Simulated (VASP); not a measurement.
Band structure of ScC (space group Fm-3m). Method: LDA (Ceperley-Alder, Perdew-Zunger), VASP's LDA PAW potentials (set 64) (plane waves; VASP).

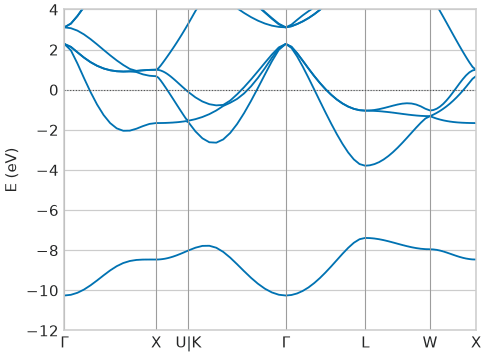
Fig. 1. Bands along high-symmetry lines, zero at the valence-band maximum or, without a gap, the Fermi level

### Question
Read the plot: is there a gap, and where are the band edges?

### Answer
It has no gap at this level: it comes out as a metal or semimetal. (Edges off the drawn lines would not show.)

The structure comes from a computed database's ScC entry (Fm-3m); how it stands against other phases isn't given here. It was relaxed first, which changed the volume by -5 %. The electron count is odd and the run is not spin-polarised, which forces a metal.
